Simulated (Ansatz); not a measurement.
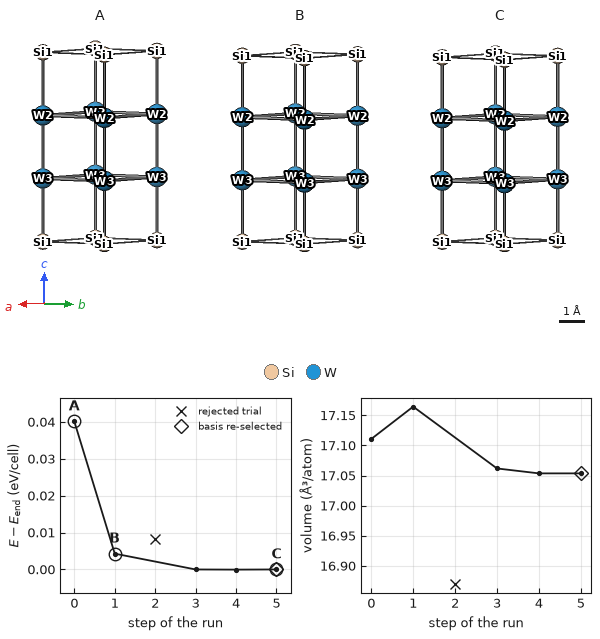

Frames of a relaxation of a crystal of SiW2 (a generated structure, set up in P6/mmm), marked on the history of the run. A ball-and-stick model of the cell of the calculation, seen from a free direction.

The calculation used Ansatz, DFT PBE, scalar-relativistic, plane waves, PAW.

Input
```yaml
crystal:
  lattice:
    - [2.7466370316, 0.0, 0.0]
    - [-1.3733185158, 2.3786574444, 0.0]
    - [0.0, 0.0, 7.8570014036]
  atoms:
    - { symbol: Si, position: [0.0, 0.0, 0.0] }
    - { symbol: W, position: [0.0, 0.0, 0.6664893294] }
    - { symbol: W, position: [0.0, 0.0, 0.3335106706] }
basis:
  ecutwfc: 420
kpoints:
  mp_grid: { grid: [18, 18, 6] }
hamiltonian:
  xc: pbe
scf:
  occupations: { method: gaussian, width: 0.1 }
output:
  forces: true
  stress: true
  eigenvalues: true
relax:
  adjacent_minimum: "off"
  f_tol: 0.01
  max_steps: 80
  cell: { stress_tol: 0.05 }
```

Command:
```bash
ansatz run input.yaml --threads 1 --pin off --max-ram 2560MiB --backend cpu --events-out ev --progress --plain --runs-dir out
```

Describe the path.

The largest moves relative to the cell, 0.023 Å, are those of W2 and W3. W3 goes along −c. Si stays in place. Cell: a = b 2.747 → 2.779 Å (+1.2 %), c 7.857 → 7.651 Å (−2.6 %). Volume −0.3 %. Some distances before and after: Si1–W2 2.620 → 2.528 Å, W2–W2 2.747 → 2.779 Å, W2–W3 2.616 → 2.595 Å. The space group stays P6/mmm (No. 191). Over 3 accepted moves (5 points after the start) the energy falls by 40.1 meV per cell of the calculation. The largest force component goes from 0.24 to 0.00074 eV/Å. Pressure: 0.06 GPa at the start and −0.01 GPa at the end. The line search rejected the trial step at point 2 of the run. The SCF was repeated once at an unchanged geometry on a basis and grid sized afresh for the cell, which shifted the energy by less than 0.05 meV per cell of the calculation at most. From step 0 to 1: W atoms move most (0.02 Å), volume +0.3 %, energy −35.8 meV per cell of the calculation. From step 1 to 5: volume −0.6 %, energy −4.3 meV per cell of the calculation.
